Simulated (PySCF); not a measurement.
# [TlF2]+: other functionals and bases at one geometry

Aim: see how levels, charges and forces of [TlF2]+ depend on the level of theory. The species was built from a template and needn't be a known compound.

The runs use PySCF 2.14.0; several levels, as the steps say, no spin–orbit coupling.

3 further runs of the same task are left out: 2 for a known fault of the program, 1 that didn't finish. Runs told in other sessions of the task aren't counted.

## 1. Where the work starts

3 atoms, charge 1, spin multiplicity 1.

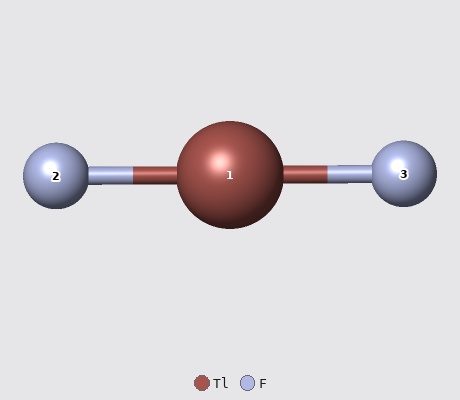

The geometry (thallium brown, fluorine light blue); atoms are numbered from 1 in the order of the file.

Coordinates:

```xyz
3
F2Tl
Tl    0.00000    0.00000    0.39549
F     1.92357    0.00000    0.39653
F    -1.92357    0.00000    0.39653
```

Formal oxidation states: Tl +3. An earlier session relaxed this geometry at PBE0, Tl def2-SVP with ECP60, F def2-SVP (singlet, point group D∞h).

At PBE0 on the finer grid: E = -371.479226 Eh, HOMO -18.10 eV, LUMO -11.37 eV, Mulliken charge on Tl1 +1.48 e, largest force component 0.041 eV/Å. 

Levels to run: TPSSh; BLYP; BP86; HF; PBE0, TZVP; PBE0, x2c-SVP. Hardware: 2 threads of Arm Neoverse V2, shared host.

## 2. TPSSh

File run.py (the lines that set the calculation):

```python
mol = gto.M(atom='''
Tl     0.00000     0.00000     0.39549
F      1.92357     0.00000     0.39653
F     -1.92357     0.00000     0.39653''',
    basis={'Tl': 'def2-SVP', 'F': 'def2-SVP'},
    ecp={'Tl': 'def2-SVP'},
    charge=1, spin=0)
mf = dft.RKS(mol, xc='TPSSH')
mf.grids.atom_grid = (75, 302)
mf = mf.density_fit()  # fitting sets: Tl def2-universal-JKFIT, F def2-universal-JKFIT
mf.conv_tol = 1e-08; mf.max_cycle = 55
mf.kernel(dm0)  # dm0: the density of the relaxed state
```

Started as:

```
$ OMP_NUM_THREADS=2 python run.py
```

The log of the run:

```text
init E= -371.617220102165
  HOMO = -0.620493631986458  LUMO = -0.433593404937511  gap/eV = 5.08581
cycle= 1 E= -371.617862076451  delta_E= -0.000642  |g|= 0.0188  |ddm|= 0.132
  HOMO = -0.627007635245312  LUMO = -0.436156021958027  gap/eV = 5.19334
cycle= 2 E= -371.61760795993  delta_E= 0.000254  |g|= 0.0417  |ddm|= 0.0642
  HOMO = -0.623148931864833  LUMO = -0.434659158371883  gap/eV = 5.12907
cycle= 3 E= -371.617943373181  delta_E= -0.000335  |g|= 0.00184  |ddm|= 0.0392
  HOMO = -0.623063592313083  LUMO = -0.434684947378845  gap/eV = 5.12604
cycle= 4 E= -371.617944008588  delta_E= -6.35e-07  |g|= 0.00048  |ddm|= 0.00207
  HOMO = -0.623033315358119  LUMO = -0.434670313886357  gap/eV = 5.12562
cycle= 5 E= -371.617943993935  delta_E= 1.47e-08  |g|= 0.000548  |ddm|= 0.000743
  HOMO = -0.623022666325417  LUMO = -0.434665680651214  gap/eV = 5.12545
cycle= 6 E= -371.6179440541  delta_E= -6.02e-08  |g|= 2.39e-05  |ddm|= 0.000437
  HOMO = -0.623025482924056  LUMO = -0.43466855342027  gap/eV = 5.12545
cycle= 7 E= -371.617944054193  delta_E= -9.38e-11  |g|= 7.28e-06  |ddm|= 1.63e-05
  HOMO = -0.623026796373856  LUMO = -0.434668261441349  gap/eV = 5.12550
Extra cycle  E= -371.617944054159  delta_E= 3.43e-11  |g|= 1.53e-05  |ddm|= 2.68e-05
converged SCF energy = -371.617944054159
```

Wall time 1.4 s (2 threads of Arm Neoverse V2, shared host).

It gives: E = -371.617944 Eh, HOMO -16.95 eV, LUMO -11.83 eV, Mulliken charge on Tl1 +1.45 e, largest force component 0.349 eV/Å. 

## 3. BLYP

run.py (the lines that set the calculation): that of step 2 with these lines changed.

```diff
@@ -7,3 +7,3 @@
     charge=1, spin=0)
-mf = dft.RKS(mol, xc='TPSSH')
+mf = dft.RKS(mol, xc='BLYP')
 mf.grids.atom_grid = (75, 302)
```

Started as:

```
$ OMP_NUM_THREADS=2 python run.py
```

The log of the run:

```text
init E= -371.647406947427
  HOMO = -0.573949143120729  LUMO = -0.44776206779736  gap/eV = 3.43373
cycle= 1 E= -371.650509996902  delta_E= -0.0031  |g|= 0.0958  |ddm|= 0.376
  HOMO = -0.607251164569925  LUMO = -0.460679452069588  gap/eV = 3.98842
cycle= 2 E= -371.637139449942  delta_E= 0.0134  |g|= 0.282  |ddm|= 0.422
  HOMO = -0.586249892183109  LUMO = -0.452488092730743  gap/eV = 3.63984
cycle= 3 E= -371.652813776998  delta_E= -0.0157  |g|= 0.0212  |ddm|= 0.258
  HOMO = -0.58486074984661  LUMO = -0.452376336118725  gap/eV = 3.60508
cycle= 4 E= -371.652928527858  delta_E= -0.000115  |g|= 0.00234  |ddm|= 0.0291
  HOMO = -0.584584698779552  LUMO = -0.452186247205368  gap/eV = 3.60275
cycle= 5 E= -371.652928809944  delta_E= -2.82e-07  |g|= 0.00207  |ddm|= 0.00289
  HOMO = -0.584564535334287  LUMO = -0.452176724932155  gap/eV = 3.60246
cycle= 6 E= -371.652929672796  delta_E= -8.63e-07  |g|= 0.000253  |ddm|= 0.00176
  HOMO = -0.584567439843942  LUMO = -0.452191077954119  gap/eV = 3.60214
cycle= 7 E= -371.652929685878  delta_E= -1.31e-08  |g|= 3.12e-05  |ddm|= 0.000283
  HOMO = -0.584566775634929  LUMO = -0.452188589676719  gap/eV = 3.60219
cycle= 8 E= -371.652929686142  delta_E= -2.64e-10  |g|= 7.86e-07  |ddm|= 5.1e-05
  HOMO = -0.584567096333809  LUMO = -0.452188816117747  gap/eV = 3.60220
Extra cycle  E= -371.652929686142  delta_E= -5.68e-14  |g|= 1.68e-06  |ddm|= 1.91e-06
converged SCF energy = -371.652929686142
```

Wall time 1.1 s (2 threads of Arm Neoverse V2, shared host).

Read off: E = -371.652930 Eh, HOMO -15.91 eV, LUMO -12.30 eV, Mulliken charge on Tl1 +1.34 e, largest force component 0.977 eV/Å. 

## 4. BP86

run.py (the lines that set the calculation): that of step 3 with these lines changed.

```diff
@@ -7,3 +7,3 @@
     charge=1, spin=0)
-mf = dft.RKS(mol, xc='BLYP')
+mf = dft.RKS(mol, xc='B88,P86')
 mf.grids.atom_grid = (75, 302)
```

Started as:

```
$ OMP_NUM_THREADS=2 python run.py
```

The log of the run:

```text
init E= -371.81881858677
  HOMO = -0.580540866164017  LUMO = -0.454258297341045  gap/eV = 3.43632
cycle= 1 E= -371.818943734662  delta_E= -0.000125  |g|= 0.137  |ddm|= 0.438
  HOMO = -0.624436768410985  LUMO = -0.471697889620206  gap/eV = 4.15624
cycle= 2 E= -371.795309917553  delta_E= 0.0236  |g|= 0.376  |ddm|= 0.561
  HOMO = -0.594854875933494  LUMO = -0.460163353522042  gap/eV = 3.66514
cycle= 3 E= -371.823103697953  delta_E= -0.0278  |g|= 0.017  |ddm|= 0.364
  HOMO = -0.593727188841792  LUMO = -0.460110196769232  gap/eV = 3.63590
cycle= 4 E= -371.823175654628  delta_E= -7.2e-05  |g|= 0.00153  |ddm|= 0.0248
  HOMO = -0.593506733681963  LUMO = -0.459932216744768  gap/eV = 3.63475
cycle= 5 E= -371.823175408244  delta_E= 2.46e-07  |g|= 0.00183  |ddm|= 0.00227
  HOMO = -0.593502643024119  LUMO = -0.459932274292811  gap/eV = 3.63463
cycle= 6 E= -371.823176078402  delta_E= -6.7e-07  |g|= 0.00029  |ddm|= 0.00162
  HOMO = -0.593518317115258  LUMO = -0.45995389911004  gap/eV = 3.63447
cycle= 7 E= -371.82317609421  delta_E= -1.58e-08  |g|= 6.21e-05  |ddm|= 0.000242
  HOMO = -0.593521520218858  LUMO = -0.459953392910112  gap/eV = 3.63457
cycle= 8 E= -371.82317609515  delta_E= -9.4e-10  |g|= 1.5e-06  |ddm|= 9.05e-05
  HOMO = -0.593522134314769  LUMO = -0.459953878108159  gap/eV = 3.63458
Extra cycle  E= -371.823176095151  delta_E= -7.39e-13  |g|= 2.34e-06  |ddm|= 2.64e-06
converged SCF energy = -371.823176095151
```

It took 1.1 s on 2 threads of Arm Neoverse V2, shared host.

Read off: E = -371.823176 Eh, HOMO -16.15 eV, LUMO -12.52 eV, Mulliken charge on Tl1 +1.35 e, largest force component 0.699 eV/Å. 

## 5. HF

run.py (the lines that set the calculation): that of step 4 with these lines changed.

```diff
@@ -7,4 +7,3 @@
     charge=1, spin=0)
-mf = dft.RKS(mol, xc='B88,P86')
-mf.grids.atom_grid = (75, 302)
+mf = scf.RHF(mol)
 mf = mf.density_fit()  # fitting sets: Tl def2-universal-JKFIT, F def2-universal-JKFIT
```

Started as:

```
$ OMP_NUM_THREADS=2 python run.py
```

The log of the run:

```text
init E= -369.833762979786
  HOMO = -0.847119505690024  LUMO = -0.277798164723865  gap/eV = 15.49202
cycle= 1 E= -369.859527040063  delta_E= -0.0258  |g|= 0.0905  |ddm|= 0.576
  HOMO = -0.832781988211728  LUMO = -0.271210761835896  gap/eV = 15.28113
cycle= 2 E= -369.861229106917  delta_E= -0.0017  |g|= 0.0406  |ddm|= 0.0992
  HOMO = -0.842880270149493  LUMO = -0.272817363694593  gap/eV = 15.51220
cycle= 3 E= -369.861624603278  delta_E= -0.000395  |g|= 0.017  |ddm|= 0.0545
  HOMO = -0.841357717726017  LUMO = -0.271467556483245  gap/eV = 15.50750
cycle= 4 E= -369.861701155103  delta_E= -7.66e-05  |g|= 0.00279  |ddm|= 0.0214
  HOMO = -0.842058518127419  LUMO = -0.27191533380665  gap/eV = 15.51439
cycle= 5 E= -369.861707492458  delta_E= -6.34e-06  |g|= 0.000933  |ddm|= 0.0067
  HOMO = -0.842244104607459  LUMO = -0.271973096790219  gap/eV = 15.51786
cycle= 6 E= -369.861708291255  delta_E= -7.99e-07  |g|= 0.000139  |ddm|= 0.00303
  HOMO = -0.842276884415423  LUMO = -0.272013307137161  gap/eV = 15.51766
cycle= 7 E= -369.861708306246  delta_E= -1.5e-08  |g|= 1.39e-05  |ddm|= 0.000412
  HOMO = -0.842275760699118  LUMO = -0.272014357703814  gap/eV = 15.51760
cycle= 8 E= -369.861708306315  delta_E= -6.84e-11  |g|= 5.94e-06  |ddm|= 2.22e-05
  HOMO = -0.842275722683577  LUMO = -0.27201440009117  gap/eV = 15.51760
Extra cycle  E= -369.861708306319  delta_E= -4.04e-12  |g|= 4.68e-06  |ddm|= 7.35e-06
converged SCF energy = -369.861708306319
```

Wall time 0.5 s (2 threads of Arm Neoverse V2, shared host).

Result: E = -369.861708 Eh, HOMO -22.92 eV, LUMO -7.40 eV, Mulliken charge on Tl1 +1.81 e, largest force component 0.664 eV/Å. 

## 6. PBE0, TZVP

Basis: Tl def2-TZVP with ECP60, F def2-TZVP. 

File run.py (the lines that set the calculation):

```python
mol = gto.M(atom='''
Tl     0.00000     0.00000     0.39549
F      1.92357     0.00000     0.39653
F     -1.92357     0.00000     0.39653''',
    basis={'Tl': 'def2-TZVP', 'F': 'def2-TZVP'},
    ecp={'Tl': 'def2-TZVP'},
    charge=1, spin=0)
mf = dft.RKS(mol, xc='PBE0')
mf.grids.atom_grid = (75, 302)
mf = mf.density_fit()  # fitting sets: Tl def2-universal-JKFIT, F def2-universal-JKFIT
mf.conv_tol = 1e-08; mf.max_cycle = 55
mf.kernel(dm0)  # dm0: free metal ions and neutral atoms
```

Started as:

```
$ OMP_NUM_THREADS=2 python run.py
```

The log of the run:

```text
init E= -371.846884028764
  HOMO = -0.72864157785587  LUMO = -0.471171390820171  gap/eV = 7.00612
cycle= 1 E= -371.630187175408  delta_E= 0.217  |g|= 0.786  |ddm|= 2.63
  HOMO = -0.518480673779311  LUMO = -0.353711986765266  gap/eV = 4.48358
cycle= 2 E= -371.214025435317  delta_E= 0.416  |g|= 1.77  |ddm|= 2.23
  HOMO = -0.664400599115322  LUMO = -0.42060006234599  gap/eV = 6.63415
cycle= 3 E= -371.749369859719  delta_E= -0.535  |g|= 0.0479  |ddm|= 1.39
  HOMO = -0.662132332977565  LUMO = -0.409716505381684  gap/eV = 6.86858
cycle= 4 E= -371.749742250241  delta_E= -0.000372  |g|= 0.0212  |ddm|= 0.0587
  HOMO = -0.664734134082855  LUMO = -0.412045659982343  gap/eV = 6.87600
cycle= 5 E= -371.749809257625  delta_E= -6.7e-05  |g|= 0.00281  |ddm|= 0.0194
  HOMO = -0.665170277005247  LUMO = -0.412049003439485  gap/eV = 6.88778
cycle= 6 E= -371.749811012326  delta_E= -1.75e-06  |g|= 0.000464  |ddm|= 0.0026
  HOMO = -0.665116683751745  LUMO = -0.412030543878167  gap/eV = 6.88682
cycle= 7 E= -371.749811055447  delta_E= -4.31e-08  |g|= 1.64e-05  |ddm|= 0.00063
  HOMO = -0.665116604377455  LUMO = -0.412030210531707  gap/eV = 6.88683
cycle= 8 E= -371.749811055554  delta_E= -1.07e-10  |g|= 6.49e-06  |ddm|= 4.14e-05
  HOMO = -0.665117758556244  LUMO = -0.412030680429417  gap/eV = 6.88685
Extra cycle  E= -371.749811055553  delta_E= 1.31e-12  |g|= 8.02e-06  |ddm|= 8.74e-06
converged SCF energy = -371.749811055553
```

It took 3.6 s on 2 threads of Arm Neoverse V2, shared host.

It gives: E = -371.749811 Eh, HOMO -18.10 eV, LUMO -11.21 eV, Mulliken charge on Tl1 +1.42 e, largest force component 1.085 eV/Å. 

## 7. PBE0, x2c-SVP

Basis: Tl x2c-SVPall, F x2c-SVPall. All electrons are treated, with the spin-free X2C Hamiltonian.

File run.py (the lines that set the calculation):

```python
mol = gto.M(atom='''
Tl     0.00000     0.00000     0.39549
F      1.92357     0.00000     0.39653
F     -1.92357     0.00000     0.39653''',
    basis={'Tl': 'x2c-SVPall', 'F': 'x2c-SVPall'},
    nucmod='G',
    charge=1, spin=0)
mf = dft.RKS(mol, xc='PBE0')
mf.grids.atom_grid = (99, 590)
mf = mf.density_fit()  # fitting sets: Tl AutoAux, F AutoAux
mf = mf.sfx2c1e()
mf.conv_tol = 1e-08; mf.max_cycle = 55
mf.kernel(dm0)  # dm0: free metal ions and neutral atoms
```

Started as:

```
$ OMP_NUM_THREADS=2 python run.py
```

The log of the run:

```text
init E= -20447.5473750436
  HOMO = -0.717458459826003  LUMO = -0.465494613832775  gap/eV = 6.85629
cycle= 1 E= -20447.1068842907  delta_E= 0.44  |g|= 0.745  |ddm|= 2.93
  HOMO = -0.519703477176442  LUMO = -0.356667061766635  gap/eV = 4.43645
cycle= 2 E= -20446.7184157649  delta_E= 0.388  |g|= 1.64  |ddm|= 2.52
  HOMO = -0.664267344496258  LUMO = -0.424416974350663  gap/eV = 6.52666
cycle= 3 E= -20447.2231934466  delta_E= -0.505  |g|= 0.0374  |ddm|= 1.61
  HOMO = -0.661438826094736  LUMO = -0.414461409262542  gap/eV = 6.72060
cycle= 4 E= -20447.2234403928  delta_E= -0.000247  |g|= 0.0159  |ddm|= 0.0506
  HOMO = -0.663366235019182  LUMO = -0.416082833562615  gap/eV = 6.72892
cycle= 5 E= -20447.2234732959  delta_E= -3.29e-05  |g|= 0.00234  |ddm|= 0.0123
  HOMO = -0.663740997660277  LUMO = -0.416100971337423  gap/eV = 6.73863
cycle= 6 E= -20447.2234745372  delta_E= -1.24e-06  |g|= 0.000171  |ddm|= 0.00232
  HOMO = -0.663731811373693  LUMO = -0.416091124278684  gap/eV = 6.73865
cycle= 7 E= -20447.2234745439  delta_E= -6.69e-09  |g|= 4.38e-05  |ddm|= 0.000293
  HOMO = -0.663721345191237  LUMO = -0.416089528699727  gap/eV = 6.73840
Extra cycle  E= -20447.2234745435  delta_E= 4.55e-10  |g|= 7.03e-05  |ddm|= 0.000154
converged SCF energy = -20447.2234745435
```

Wall time 8.6 s (2 threads of Arm Neoverse V2, shared host).

Read off: E = -20447.223475 Eh, HOMO -18.06 eV, LUMO -11.32 eV, Mulliken charge on Tl1 +1.48 e, largest force component 0.734 eV/Å. 

## 8. All levels side by side

| level | state | HOMO (eV) | gap (eV) | charge on Tl1 (e) | dipole (D) | largest force component (eV/Å) | basis functions | time |
| --- | --- | --- | --- | --- | --- | --- | --- | --- |
| PBE0 (relaxed here) | singlet | -18.10 | 6.73 | 1.48 | 0.00 | 0.04 | 54 | 1.8 s |
| TPSSh | singlet | -16.95 | 5.13 | 1.45 | 0.00 | 0.35 | 54 | 1.4 s |
| BLYP | singlet | -15.91 | 3.60 | 1.34 | 0.00 | 0.98 | 54 | 1.1 s |
| BP86 | singlet | -16.15 | 3.63 | 1.35 | 0.00 | 0.70 | 54 | 1.1 s |
| HF | singlet | -22.92 | 15.52 | 1.81 | 0.00 | 0.66 | 54 | 0.5 s |
| PBE0, TZVP | singlet | -18.10 | 6.89 | 1.42 | 0.00 | 1.09 | 112 | 3.6 s |
| PBE0, x2c-SVP | singlet | -18.06 | 6.74 | 1.48 | 0.00 | 0.73 | 90 | 8.6 s |

Times are on 2 threads of Arm Neoverse V2, shared host; the first row also made further properties. The dipole of a charged species depends on the origin, so these sizes hold for this origin alone.

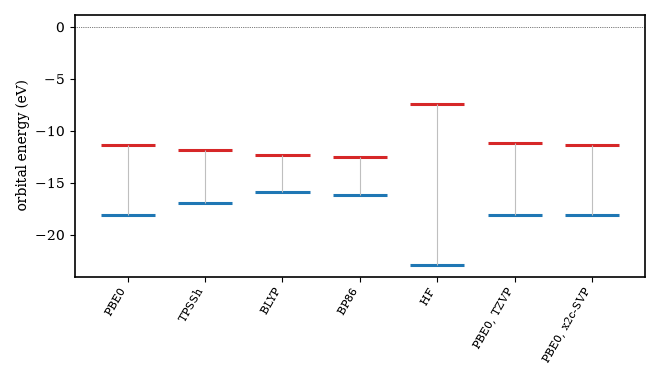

Highest filled and lowest empty level, method by method.

In one basis the HOMO–LUMO gap runs from 3.60 eV (BLYP) to 15.52 eV (HF). The largest leftover force, 1.09 eV/Å with PBE0, TZVP, stands at a geometry relaxed at another level. The Mulliken charge on Tl spans +1.34 to +1.81 e over the levels. Total energies of different levels can't be compared. Spin–orbit coupling is left out throughout.
